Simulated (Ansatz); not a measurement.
# BH2O2F (SMILES OB(O)F) at B3LYP/def2-SVPD

What is the vertical ionisation energy of BH2O2F at B3LYP/def2-SVPD? 

The calculation is run with Ansatz 0.2.0.

57 further runs of the same task are left out: 57 set aside as unsound or not needed.

## (1) The molecule

BH2O2F: 6 atoms, total charge 0, spin state singlet. As SMILES, `OB(O)F`. The coordinates come from a PBE0-D4/def2-TZVP relaxation. This is one conformer, not always the lowest.

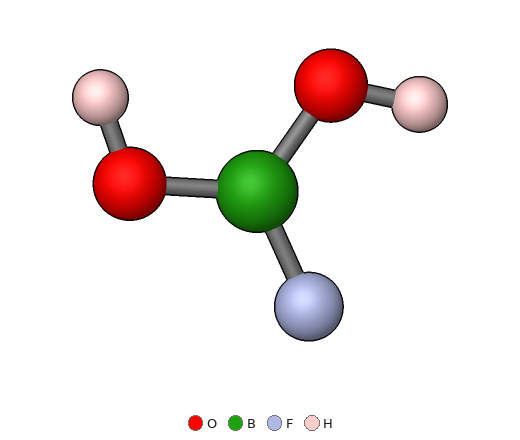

Viewed from a chosen angle; oxygen red, boron green, fluorine light blue, hydrogen pink.

## (2) A single-point energy at B3LYP/def2-SVPD

Input file job.yaml:

```yaml
crystal:
  periodic: [false, false, false]
  atoms:
    - {symbol: O, position_ang: [-0.477500, 0.971000, -0.208400]}
    - {symbol: B, position_ang: [-0.023800, -0.307500, -0.106500]}
    - {symbol: O, position_ang: [0.989400, -0.635200, 0.726100]}
    - {symbol: F, position_ang: [-0.573100, -1.280600, -0.833200]}
    - {symbol: H, position_ang: [-1.198900, 1.066100, -0.834300]}
    - {symbol: H, position_ang: [1.326000, 0.122200, 1.210000]}
basis:
  gaussian: {orbitals: def2-SVPD}
hamiltonian: {xc: {name: B3LYP}}
accuracy: high
output: {orbitals: {seedname: orbitals}}
```

On the command line:

```sh
$ ansatz run job.yaml --threads 1 --pin off --max-ram 3480MiB --events-out events.jsonl --progress --plain --runs-dir runs
```

The log of the run:

```text
Warning: RAYON_NUM_THREADS=1 ignored (pool sized by the plan → 1); use --threads N
Functional definition: B3LYP
  name "B3LYP"
  parameter a0 = 0.2
  parameter ax = 0.72
  parameter ac = 0.81
  exchange = (1 - a0 - ax)*slater_x + ax*b88_x + a0*exact_x
  correlation = (1 - ac)*vwn_rpa_c + ac*lyp_c
2074 factors; integrals over basis functions are off by at most 3.5e-9 eV
mean field evaluation 1: about -7511.3796 eV, gradient 7.1e1 eV
mean field evaluation 2: about -7499.2472 eV, gradient 1.1e2 eV
mean field evaluation 4: about -7519.5201 eV, gradient 4.9e0 eV
mean field evaluation 8: about -7519.5513 eV, gradient 8.1e-2 eV
mean field evaluation 16: about -7519.5513 eV, gradient 2.8e-6 eV
mean field -7519.55129357 eV, -276.3384131037 hartree, gradient 7.4e-8 eV, S^2 0.000000; 0 other end points of the search recorded, 0 dependent functions left out
reference -7519.55132958 eV, -276.3384144271 hartree; 16, 16 occupied and 89, 89 virtual orbitals, 2074 factors
Total energy: -7519.55132958 eV, -276.3384144271 hartree
```

Wall time 11 s (1 thread of Arm Neoverse N1, shared host); peak memory 0.31 GiB.

## (3) The doublet cation at the same level

Input file run.yaml:

```yaml
crystal:
  periodic: [false, false, false]
  atoms:
    - {symbol: O, position_ang: [-0.477500, 0.971000, -0.208400]}
    - {symbol: B, position_ang: [-0.023800, -0.307500, -0.106500]}
    - {symbol: O, position_ang: [0.989400, -0.635200, 0.726100]}
    - {symbol: F, position_ang: [-0.573100, -1.280600, -0.833200]}
    - {symbol: H, position_ang: [-1.198900, 1.066100, -0.834300]}
    - {symbol: H, position_ang: [1.326000, 0.122200, 1.210000]}
basis:
  gaussian: {orbitals: def2-SVPD}
hamiltonian: {xc: {name: B3LYP}}
total_charge: 1
accuracy: high
magnetization: {spin_polarized: true, initial_magnetization: 1}
output: {orbitals: {seedname: orbitals}}
```

On the command line:

```sh
$ ansatz run run.yaml --threads 1 --pin off --max-ram 3480MiB --events-out events.jsonl --progress --plain --runs-dir runs
```

The log of the run:

```text
Warning: RAYON_NUM_THREADS=1 ignored (pool sized by the plan → 1); use --threads N
Functional definition: B3LYP
  name "B3LYP"
  parameter a0 = 0.2
  parameter ax = 0.72
  parameter ac = 0.81
  exchange = (1 - a0 - ax)*slater_x + ax*b88_x + a0*exact_x
  correlation = (1 - ac)*vwn_rpa_c + ac*lyp_c
2074 factors; integrals over basis functions are off by at most 3.5e-9 eV
mean field evaluation 1: about -7495.8748 eV, gradient 5.9e1 eV
mean field evaluation 2: about -7484.2127 eV, gradient 8.4e1 eV
mean field evaluation 4: about -7506.1676 eV, gradient 1.3e1 eV
mean field evaluation 8: about -7506.9577 eV, gradient 7.1e-1 eV
mean field evaluation 16: about -7506.9601 eV, gradient 5.0e-4 eV
mean field evaluation 32: about -7506.7444 eV, gradient 1.5e0 eV
mean field -7506.96007814 eV, -275.8756944714 hartree, gradient 3.2e-8 eV, S^2 0.765517; 4 other end points of the search recorded, 0 dependent functions left out
reference -7506.96011563 eV, -275.8756958493 hartree; 16, 15 occupied and 89, 90 virtual orbitals, 2074 factors
Total energy: -7506.96011563 eV, -275.8756958493 hartree
```

It took 24 s on 1 thread of Arm Neoverse N1, shared host; peak memory 0.41 GiB.

## (4) Summary of results

Level: B3LYP/def2-SVPD.

| quantity | value |
| --- | --- |
| singlet BH2O2F: total energy | -276.33841 Eh |
| singlet BH2O2F: HOMO energy | -9.61 eV |
| singlet BH2O2F: LUMO energy | -0.51 eV |
| singlet BH2O2F: HOMO–LUMO gap | 9.10 eV |
| doublet cation: total energy | -275.87570 Eh |
| doublet cation: HOMO energy (highest over α and β) | -17.64 eV |
| doublet cation: LUMO energy (lowest over α and β) | -15.62 eV |
| doublet cation: ⟨S²⟩ | 0.766 |
| vertical ionisation energy (to the doublet cation) | 12.591 eV |

Removing an electron at fixed nuclei costs 12.59 eV (290 kcal/mol). The negative HOMO energy of the first species, 9.61 eV, lies 2.98 eV below that difference.
